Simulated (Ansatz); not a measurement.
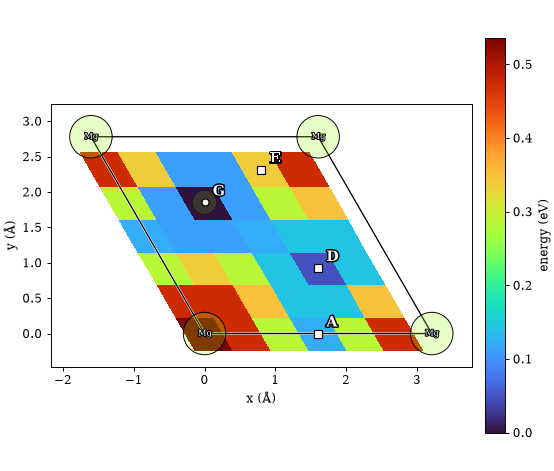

Si on a Mg(001) slab cut from the P6_3/mmc phase, its upper half relaxed before the scan (4 atoms of substrate and one adsorbate in a 1 × 1 cell). Si is moved over the surface cell; relaxed at each place: the height of the adsorbate's atoms; substrate rigid; the origin of the map has the adsorbate above Mg4. Places are given modulo a cell vector. The map is drawn in real space over the plane of the surface. The scan uses a 6 × 6 grid; 10 points were computed and 26 follow by symmetry. Energies are in eV, from the lowest grid point. With one adsorbate in each 1 × 1 cell, its nearest image is 3.2 Å away, so neighbouring adsorbates interact. All numbers below come from Ansatz 0.2.0, DFT PBE, scalar-relativistic, plane waves, PAW. Settings: cutoff 420 eV, k-mesh 9×9×1, gaussian smearing 0.1 eV, no spin polarisation.

Drawn: one coloured cell a grid point, labelled circles for the atoms of the top layer and small ones for the second layer, the outline of one cell of the plane, lettered points.

What kind of point is each of A, D, E, G: minimum, saddle, maximum or slope?

A: saddle point; D: minimum; E: on a slope; G: minimum. (In these two coordinates alone; a stationary point may lie a little off the grid point.)

Rank the lettered points by energy, lowest first.

G (0.000 eV), D (0.048 eV), A (0.123 eV), E (0.338 eV).
